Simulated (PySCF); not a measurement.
# C4H8O2Si: electronic excitations

What electronic excitations should C4H8O2Si (`O=C[C@@H]1C[C@@H]1O[SiH3]`) show?

The runs use PySCF 2.14.0, with density-fitted response routines of our own; the level of theory stands in each step. All values are computed, except where a source is named. Atoms count from 0, in the outputs and in this text.

### 1 The starting structure

15 atoms, charge 0, multiplicity 1; geometry from: GFN2-xTB.

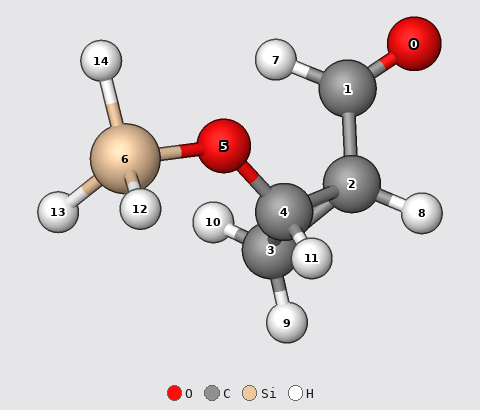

As it starts; oxygen red, carbon grey, silicon light orange, hydrogen white, atoms numbered.

### 2 Ultraviolet spectrum: wB97X-D/def2-SVPD

Job settings and geometry (Å):

```
{"job": {"kind": "uv", "xc": "wB97X-D", "basis": "def2-SVPD", "nstates": 8, "ntriplets": 3}, "charge": 0, "multiplicity": 1}
O     -1.719692     0.121086     2.909062
C     -0.940633    -0.077978     2.015904
C     -1.305959    -0.560470     0.676588
C     -0.324470    -1.443096    -0.073466
C     -0.534665    -0.043433    -0.526155
O      0.441981     0.894527    -0.324575
Si     1.709342     1.301472    -1.261431
H      0.143761     0.098699     2.144970
H     -2.364373    -0.745802     0.541842
H     -0.724231    -2.256993    -0.656889
H      0.607767    -1.660148     0.426004
H     -1.113355     0.120774    -1.431321
H      1.248452     1.793398    -2.561513
H      2.579026     0.144879    -1.492018
H      2.292636     2.321075    -0.408915
```

Level: TDDFT wB97X-D/def2-SVPD, vertical, gas phase, core orbitals frozen in the response.

Run with:

```bash
$ OMP_NUM_THREADS=1 python probes_run.py task.json out
```

This one command runs all jobs of the session in turn.

Predict these results of the whole session: lowest singlet (wB97X-D/def2-SVPD); brightest single state of those computed; lowest triplet.

As calculated:

```
                                quantity                        value
      lowest singlet (wB97X-D/def2-SVPD)  4.39 eV (283 nm), f = 0.000
brightest single state of those computed  state 4, 7.24 eV, f = 0.101
                          lowest triplet                      3.84 eV
```

**Reading.** The lowest singlet, at 4.39 eV, is HOMO→LUMO 0.90 and is dark; of the 8 states computed, the strongest absorption comes from state 4 at 7.24 eV. The lowest triplet lies 0.55 eV below the lowest singlet (triplets in Tamm-Dancoff, singlets in full TDDFT).
